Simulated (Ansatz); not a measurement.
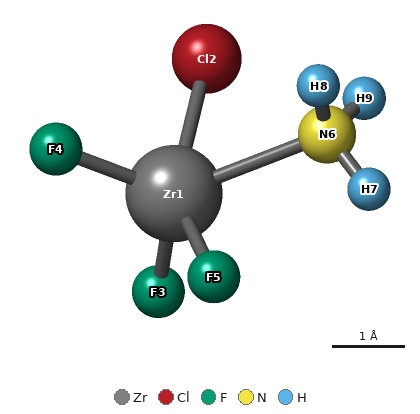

**Figure 1.** The input geometry (ball-and-stick view, seen at a tilt; atoms are numbered from 1 in the order of the input). Sticks mark near contacts.

Molecular dynamics, with input and output: ZrNH$_{3}$ClF$_{3}$ (part 1 of 3)

System: ZrNH$_{3}$ClF$_{3}$.
Method: RKS PBE/def2-SVP (Ansatz 0.2.0).

It belongs to a series of runs on one base structure; here: dynamics from the highest image of the converged band. Figures and captions count atoms from 1; the log counts them from 0 in places.

**Input**
```yaml
crystal:
  periodic: [false, false, false]
  atoms:
    - { symbol: Zr, position_ang: [-0.208044, 0.310872, 0.060869] }
    - { symbol: Cl, position_ang: [0.229964, 0.953669, 2.377409] }
    - { symbol: F, position_ang: [1.341739, -0.769421, -0.219785] }
    - { symbol: F, position_ang: [-0.108696, 2.038089, -0.747331] }
    - { symbol: F, position_ang: [-1.353815, -0.541959, -1.260404] }
    - { symbol: "N", position_ang: [-2.176862, -0.422077, 1.228323] }
    - { symbol: H, position_ang: [-2.576739, -1.266568, 0.793094] }
    - { symbol: H, position_ang: [-2.916593, 0.296299, 1.191207] }
    - { symbol: H, position_ang: [-2.002857, -0.598901, 2.228518] }
basis:
  gaussian: { orbitals: def2-SVP }
hamiltonian:
  xc: pbe
md:
  timestep: 0.5
  n_steps: 200
  ensemble: nve
  temperature: 100.0
  initial_velocities: maxwell_boltzmann
  seed: 10853
```

Command:
```bash
ansatz run input.yaml --threads 4 --pin off --max-ram 5120MiB --backend cpu --events-out ev --progress --plain --runs-dir out
```

**What the program printed**
```
Engine: ansatz 0.2.0, x86_64-unknown-linux-gnu
Functional definition: PBE
  parameter kappa = 0.804
  parameter beta = 0.06672455060314922
  exchange = pbe_x(kappa = kappa, mu = beta*pi^2/3)
  correlation = pbe_c(beta = beta)
1263 factors; their error is unknown
mean field evaluation 1: about -23466.3038 eV, gradient 7.9e1 eV
mean field evaluation 2: about -23383.9260 eV, gradient 2.3e2 eV
mean field evaluation 4: about -23476.4789 eV, gradient 1.8e1 eV
mean field evaluation 8: about -23477.0345 eV, gradient 1.2e-1 eV
mean field evaluation 16: about -23476.9739 eV, gradient 2.6e-3 eV
mean field -23476.97391114 eV, -862.7628779699 hartree, gradient 1.6e-5 eV, S^2 0.000000; 0 other end points of the search recorded, 0 dependent functions left out
the calculation of the forces begins
reference -23476.97399243 eV, -862.7628809574 hartree; 33, 33 occupied and 87, 87 virtual orbitals, 1263 factors
md step     0: t =     0.00 fs  T =   100.0 K  F+E_penalty+E_count = -23476.97391114 eV  E_kin = 0.090482 eV  conserved = -23476.88342914 eV  (29 SCF iters)
these checks for a lower state are left out or cut short: starts, cluster_reference, orbital_swaps, neighbouring_geometries, increment
1263 factors; their error is unknown
mean field -23476.97267665 eV, -862.7628326032 hartree, gradient 1.7e-5 eV, S^2 0.000000; 0 other end points of the search recorded, 0 dependent functions left out
the calculation of the forces begins
reference -23476.97275797 eV, -862.7628355918 hartree; 33, 33 occupied and 87, 87 virtual orbitals, 1263 factors
md step     1: t =     0.50 fs  T =    98.7 K  F+E_penalty+E_count = -23476.97267665 eV  E_kin = 0.089272 eV  conserved = -23476.88340470 eV  (32 SCF iters)
[... from here on the SCF iterations and repeated set-up lines of each step are left out, up to the last step ...]
md step     2: t =     1.00 fs  T =    95.0 K  F+E_penalty+E_count = -23476.96925988 eV  E_kin = 0.085921 eV  conserved = -23476.88333868 eV  (31 SCF iters)
md step     3: t =     1.50 fs  T =    90.0 K  F+E_penalty+E_count = -23476.96469313 eV  E_kin = 0.081436 eV  conserved = -23476.88325730 eV  (31 SCF iters)
md step     4: t =     2.00 fs  T =    85.2 K  F+E_penalty+E_count = -23476.96024671 eV  E_kin = 0.077054 eV  conserved = -23476.88319277 eV  (32 SCF iters)
md step     5: t =     2.50 fs  T =    81.5 K  F+E_penalty+E_count = -23476.95692857 eV  E_kin = 0.073759 eV  conserved = -23476.88316940 eV  (31 SCF iters)
md step     6: t =     3.00 fs  T =    79.5 K  F+E_penalty+E_count = -23476.95510735 eV  E_kin = 0.071915 eV  conserved = -23476.88319285 eV  (31 SCF iters)
md step     7: t =     3.50 fs  T =    78.7 K  F+E_penalty+E_count = -23476.95442352 eV  E_kin = 0.071175 eV  conserved = -23476.88324824 eV  (32 SCF iters)
md step     8: t =     4.00 fs  T =    78.1 K  F+E_penalty+E_count = -23476.95401820 eV  E_kin = 0.070710 eV  conserved = -23476.88330775 eV  (31 SCF iters)
md step     9: t =     4.50 fs  T =    76.9 K  F+E_penalty+E_count = -23476.95296468 eV  E_kin = 0.069621 eV  conserved = -23476.88334339 eV  (32 SCF iters)
md step    10: t =     5.00 fs  T =    74.5 K  F+E_penalty+E_count = -23476.95070683 eV  E_kin = 0.067369 eV  conserved = -23476.88333817 eV  (32 SCF iters)
md step    11: t =     5.50 fs  T =    70.8 K  F+E_penalty+E_count = -23476.94732529 eV  E_kin = 0.064033 eV  conserved = -23476.88329274 eV  (31 SCF iters)
md step    12: t =     6.00 fs  T =    66.6 K  F+E_penalty+E_count = -23476.94352872 eV  E_kin = 0.060304 eV  conserved = -23476.88322480 eV  (31 SCF iters)
md step    13: t =     6.50 fs  T =    63.2 K  F+E_penalty+E_count = -23476.94037620 eV  E_kin = 0.057214 eV  conserved = -23476.88316257 eV  (31 SCF iters)
md step    14: t =     7.00 fs  T =    61.6 K  F+E_penalty+E_count = -23476.93883582 eV  E_kin = 0.055702 eV  conserved = -23476.88313354 eV  (24 SCF iters)
md step    15: t =     7.50 fs  T =    62.1 K  F+E_penalty+E_count = -23476.93935698 eV  E_kin = 0.056204 eV  conserved = -23476.88315249 eV  (24 SCF iters)
md step    16: t =     8.00 fs  T =    64.6 K  F+E_penalty+E_count = -23476.94164103 eV  E_kin = 0.058427 eV  conserved = -23476.88321433 eV  (24 SCF iters)
md step    17: t =     8.50 fs  T =    67.9 K  F+E_penalty+E_count = -23476.94471966 eV  E_kin = 0.061424 eV  conserved = -23476.88329613 eV  (31 SCF iters)
md step    18: t =     9.00 fs  T =    70.7 K  F+E_penalty+E_count = -23476.94731339 eV  E_kin = 0.063947 eV  conserved = -23476.88336638 eV  (32 SCF iters)
md step    19: t =     9.50 fs  T =    71.8 K  F+E_penalty+E_count = -23476.94832041 eV  E_kin = 0.064922 eV  conserved = -23476.88339855 eV  (30 SCF iters)
md step    20: t =    10.00 fs  T =    70.6 K  F+E_penalty+E_count = -23476.94722893 eV  E_kin = 0.063847 eV  conserved = -23476.88338213 eV  (31 SCF iters)
md step    21: t =    10.50 fs  T =    67.4 K  F+E_penalty+E_count = -23476.94428419 eV  E_kin = 0.060958 eV  conserved = -23476.88332611 eV  (31 SCF iters)
md step    22: t =    11.00 fs  T =    63.1 K  F+E_penalty+E_count = -23476.94034806 eV  E_kin = 0.057093 eV  conserved = -23476.88325549 eV  (32 SCF iters)
md step    23: t =    11.50 fs  T =    58.9 K  F+E_penalty+E_count = -23476.93651255 eV  E_kin = 0.053312 eV  conserved = -23476.88320018 eV  (31 SCF iters)
md step    24: t =    12.00 fs  T =    55.8 K  F+E_penalty+E_count = -23476.93363634 eV  E_kin = 0.050454 eV  conserved = -23476.88318197 eV  (24 SCF iters)
md step    25: t =    12.50 fs  T =    53.9 K  F+E_penalty+E_count = -23476.93200643 eV  E_kin = 0.048801 eV  conserved = -23476.88320512 eV  (24 SCF iters)
md step    26: t =    13.00 fs  T =    53.1 K  F+E_penalty+E_count = -23476.93126931 eV  E_kin = 0.048014 eV  conserved = -23476.88325550 eV  (30 SCF iters)
md step    27: t =    13.50 fs  T =    52.3 K  F+E_penalty+E_count = -23476.93064705 eV  E_kin = 0.047339 eV  conserved = -23476.88330796 eV  (32 SCF iters)
md step    28: t =    14.00 fs  T =    50.8 K  F+E_penalty+E_count = -23476.92932703 eV  E_kin = 0.045989 eV  conserved = -23476.88333756 eV  (32 SCF iters)
md step    29: t =    14.50 fs  T =    48.1 K  F+E_penalty+E_count = -23476.92685143 eV  E_kin = 0.043522 eV  conserved = -23476.88332938 eV  (31 SCF iters)
md step    30: t =    15.00 fs  T =    44.3 K  F+E_penalty+E_count = -23476.92335167 eV  E_kin = 0.040068 eV  conserved = -23476.88328387 eV  (32 SCF iters)
md step    31: t =    15.50 fs  T =    40.1 K  F+E_penalty+E_count = -23476.91954275 eV  E_kin = 0.036326 eV  conserved = -23476.88321646 eV  (31 SCF iters)
md step    32: t =    16.00 fs  T =    36.8 K  F+E_penalty+E_count = -23476.91648003 eV  E_kin = 0.033328 eV  conserved = -23476.88315251 eV  (25 SCF iters)
md step    33: t =    16.50 fs  T =    35.4 K  F+E_penalty+E_count = -23476.91516173 eV  E_kin = 0.032044 eV  conserved = -23476.88311792 eV  (23 SCF iters)
md step    34: t =    17.00 fs  T =    36.5 K  F+E_penalty+E_count = -23476.91612483 eV  E_kin = 0.032996 eV  conserved = -23476.88312864 eV  (23 SCF iters)
md step    35: t =    17.50 fs  T =    39.8 K  F+E_penalty+E_count = -23476.91919911 eV  E_kin = 0.036016 eV  conserved = -23476.88318311 eV  (24 SCF iters)
md step    36: t =    18.00 fs  T =    44.5 K  F+E_penalty+E_count = -23476.92353405 eV  E_kin = 0.040272 eV  conserved = -23476.88326200 eV  (25 SCF iters)
md step    37: t =    18.50 fs  T =    49.3 K  F+E_penalty+E_count = -23476.92790116 eV  E_kin = 0.044565 eV  conserved = -23476.88333584 eV  (31 SCF iters)
md step    38: t =    19.00 fs  T =    52.8 K  F+E_penalty+E_count = -23476.93115300 eV  E_kin = 0.047776 eV  conserved = -23476.88337728 eV  (32 SCF iters)
md step    39: t =    19.50 fs  T =    54.5 K  F+E_penalty+E_count = -23476.93264860 eV  E_kin = 0.049276 eV  conserved = -23476.88337229 eV  (32 SCF iters)
md step    40: t =    20.00 fs  T =    54.3 K  F+E_penalty+E_count = -23476.93246857 eV  E_kin = 0.049142 eV  conserved = -23476.88332649 eV  (30 SCF iters)
md step    41: t =    20.50 fs  T =    53.1 K  F+E_penalty+E_count = -23476.93132720 eV  E_kin = 0.048065 eV  conserved = -23476.88326264 eV  (30 SCF iters)
md step    42: t =    21.00 fs  T =    52.0 K  F+E_penalty+E_count = -23476.93021792 eV  E_kin = 0.047007 eV  conserved = -23476.88321087 eV  (30 SCF iters)
md step    43: t =    21.50 fs  T =    51.7 K  F+E_penalty+E_count = -23476.92994601 eV  E_kin = 0.046751 eV  conserved = -23476.88319505 eV  (31 SCF iters)
md step    44: t =    22.00 fs  T =    52.5 K  F+E_penalty+E_count = -23476.93075850 eV  E_kin = 0.047537 eV  conserved = -23476.88322194 eV  (31 SCF iters)
md step    45: t =    22.50 fs  T =    54.1 K  F+E_penalty+E_count = -23476.93223862 eV  E_kin = 0.048960 eV  conserved = -23476.88327861 eV  (30 SCF iters)
md step    46: t =    23.00 fs  T =    55.4 K  F+E_penalty+E_count = -23476.93350429 eV  E_kin = 0.050165 eV  conserved = -23476.88333923 eV  (31 SCF iters)
md step    47: t =    23.50 fs  T =    55.5 K  F+E_penalty+E_count = -23476.93360924 eV  E_kin = 0.050233 eV  conserved = -23476.88337670 eV  (30 SCF iters)
md step    48: t =    24.00 fs  T =    53.7 K  F+E_penalty+E_count = -23476.93196681 eV  E_kin = 0.048593 eV  conserved = -23476.88337354 eV  (30 SCF iters)
md step    49: t =    24.50 fs  T =    50.1 K  F+E_penalty+E_count = -23476.92862557 eV  E_kin = 0.045297 eV  conserved = -23476.88332812 eV  (30 SCF iters)
md step    50: t =    25.00 fs  T =    45.4 K  F+E_penalty+E_count = -23476.92429583 eV  E_kin = 0.041041 eV  conserved = -23476.88325525 eV  (30 SCF iters)
md step    51: t =    25.50 fs  T =    40.8 K  F+E_penalty+E_count = -23476.92011692 eV  E_kin = 0.036936 eV  conserved = -23476.88318117 eV  (31 SCF iters)
md step    52: t =    26.00 fs  T =    37.7 K  F+E_penalty+E_count = -23476.91724501 eV  E_kin = 0.034111 eV  conserved = -23476.88313419 eV  (24 SCF iters)
md step    53: t =    26.50 fs  T =    36.8 K  F+E_penalty+E_count = -23476.91641257 eV  E_kin = 0.033280 eV  conserved = -23476.88313287 eV  (24 SCF iters)
md step    54: t =    27.00 fs  T =    38.1 K  F+E_penalty+E_count = -23476.91763988 eV  E_kin = 0.034462 eV  conserved = -23476.88317770 eV  (24 SCF iters)
md step    55: t =    27.50 fs  T =    40.9 K  F+E_penalty+E_count = -23476.92022963 eV  E_kin = 0.036980 eV  conserved = -23476.88324986 eV  (31 SCF iters)
md step    56: t =    28.00 fs  T =    43.9 K  F+E_penalty+E_count = -23476.92305890 eV  E_kin = 0.039740 eV  conserved = -23476.88331917 eV  (31 SCF iters)
md step    57: t =    28.50 fs  T =    46.1 K  F+E_penalty+E_count = -23476.92504647 eV  E_kin = 0.041689 eV  conserved = -23476.88335748 eV  (31 SCF iters)
md step    58: t =    29.00 fs  T =    46.7 K  F+E_penalty+E_count = -23476.92559066 eV  E_kin = 0.042240 eV  conserved = -23476.88335076 eV  (32 SCF iters)
md step    59: t =    29.50 fs  T =    45.8 K  F+E_penalty+E_count = -23476.92478642 eV  E_kin = 0.041481 eV  conserved = -23476.88330536 eV  (31 SCF iters)
md step    60: t =    30.00 fs  T =    44.3 K  F+E_penalty+E_count = -23476.92332628 eV  E_kin = 0.040081 eV  conserved = -23476.88324535 eV  (31 SCF iters)
md step    61: t =    30.50 fs  T =    43.0 K  F+E_penalty+E_count = -23476.92213090 eV  E_kin = 0.038930 eV  conserved = -23476.88320102 eV  (29 SCF iters)
md step    62: t =    31.00 fs  T =    42.8 K  F+E_penalty+E_count = -23476.92188191 eV  E_kin = 0.038687 eV  conserved = -23476.88319471 eV  (31 SCF iters)
md step    63: t =    31.50 fs  T =    43.6 K  F+E_penalty+E_count = -23476.92267772 eV  E_kin = 0.039448 eV  conserved = -23476.88323012 eV  (32 SCF iters)
md step    64: t =    32.00 fs  T =    45.0 K  F+E_penalty+E_count = -23476.92397293 eV  E_kin = 0.040681 eV  conserved = -23476.88329167 eV  (31 SCF iters)
md step    65: t =    32.50 fs  T =    45.8 K  F+E_penalty+E_count = -23476.92481684 eV  E_kin = 0.041464 eV  conserved = -23476.88335251 eV  (31 SCF iters)
md step    66: t =    33.00 fs  T =    45.2 K  F+E_penalty+E_count = -23476.92426788 eV  E_kin = 0.040881 eV  conserved = -23476.88338687 eV  (31 SCF iters)
md step    67: t =    33.50 fs  T =    42.5 K  F+E_penalty+E_count = -23476.92179598 eV  E_kin = 0.038416 eV  conserved = -23476.88337990 eV  (31 SCF iters)
md step    68: t =    34.00 fs  T =    37.8 K  F+E_penalty+E_count = -23476.91751709 eV  E_kin = 0.034185 eV  conserved = -23476.88333235 eV  (31 SCF iters)
md step    69: t =    34.50 fs  T =    32.0 K  F+E_penalty+E_count = -23476.91218374 eV  E_kin = 0.028924 eV  conserved = -23476.88325932 eV  (31 SCF iters)
md step    70: t =    35.00 fs  T =    26.3 K  F+E_penalty+E_count = -23476.90694521 eV  E_kin = 0.023760 eV  conserved = -23476.88318562 eV  (30 SCF iters)
md step    71: t =    35.50 fs  T =    21.9 K  F+E_penalty+E_count = -23476.90295824 eV  E_kin = 0.019821 eV  conserved = -23476.88313697 eV  (25 SCF iters)
md step    72: t =    36.00 fs  T =    19.7 K  F+E_penalty+E_count = -23476.90098478 eV  E_kin = 0.017854 eV  conserved = -23476.88313044 eV  (23 SCF iters)
md step    73: t =    36.50 fs  T =    19.8 K  F+E_penalty+E_count = -23476.90112704 eV  E_kin = 0.017960 eV  conserved = -23476.88316722 eV  (23 SCF iters)
md step    74: t =    37.00 fs  T =    21.6 K  F+E_penalty+E_count = -23476.90281225 eV  E_kin = 0.019581 eV  conserved = -23476.88323124 eV  (24 SCF iters)
md step    75: t =    37.50 fs  T =    24.0 K  F+E_penalty+E_count = -23476.90504574 eV  E_kin = 0.021751 eV  conserved = -23476.88329520 eV  (30 SCF iters)
md step    76: t =    38.00 fs  T =    26.0 K  F+E_penalty+E_count = -23476.90683676 eV  E_kin = 0.023505 eV  conserved = -23476.88333187 eV  (29 SCF iters)
md step    77: t =    38.50 fs  T =    26.9 K  F+E_penalty+E_count = -23476.90762178 eV  E_kin = 0.024296 eV  conserved = -23476.88332585 eV  (30 SCF iters)
md step    78: t =    39.00 fs  T =    26.8 K  F+E_penalty+E_count = -23476.90750189 eV  E_kin = 0.024221 eV  conserved = -23476.88328070 eV  (30 SCF iters)
md step    79: t =    39.50 fs  T =    26.5 K  F+E_penalty+E_count = -23476.90718321 eV  E_kin = 0.023965 eV  conserved = -23476.88321854 eV  (30 SCF iters)
md step    80: t =    40.00 fs  T =    27.0 K  F+E_penalty+E_count = -23476.90763296 eV  E_kin = 0.024463 eV  conserved = -23476.88317006 eV  (24 SCF iters)
md step    81: t =    40.50 fs  T =    29.2 K  F+E_penalty+E_count = -23476.90960207 eV  E_kin = 0.026441 eV  conserved = -23476.88316068 eV  (23 SCF iters)
md step    82: t =    41.00 fs  T =    33.2 K  F+E_penalty+E_count = -23476.91323471 eV  E_kin = 0.030037 eV  conserved = -23476.88319759 eV  (29 SCF iters)
md step    83: t =    41.50 fs  T =    38.3 K  F+E_penalty+E_count = -23476.91795404 eV  E_kin = 0.034687 eV  conserved = -23476.88326723 eV  (30 SCF iters)
md step    84: t =    42.00 fs  T =    43.5 K  F+E_penalty+E_count = -23476.92267079 eV  E_kin = 0.039328 eV  conserved = -23476.88334231 eV  (31 SCF iters)
md step    85: t =    42.50 fs  T =    47.3 K  F+E_penalty+E_count = -23476.92620676 eV  E_kin = 0.042813 eV  conserved = -23476.88339417 eV  (30 SCF iters)
md step    86: t =    43.00 fs  T =    49.0 K  F+E_penalty+E_count = -23476.92774136 eV  E_kin = 0.044337 eV  conserved = -23476.88340441 eV  (31 SCF iters)
md step    87: t =    43.50 fs  T =    48.3 K  F+E_penalty+E_count = -23476.92710503 eV  E_kin = 0.043735 eV  conserved = -23476.88337016 eV  (30 SCF iters)
md step    88: t =    44.00 fs  T =    45.9 K  F+E_penalty+E_count = -23476.92482742 eV  E_kin = 0.041523 eV  conserved = -23476.88330418 eV  (30 SCF iters)
md step    89: t =    44.50 fs  T =    42.8 K  F+E_penalty+E_count = -23476.92193697 eV  E_kin = 0.038707 eV  conserved = -23476.88323038 eV  (30 SCF iters)
md step    90: t =    45.00 fs  T =    40.2 K  F+E_penalty+E_count = -23476.91958410 eV  E_kin = 0.036408 eV  conserved = -23476.88317600 eV  (30 SCF iters)
```
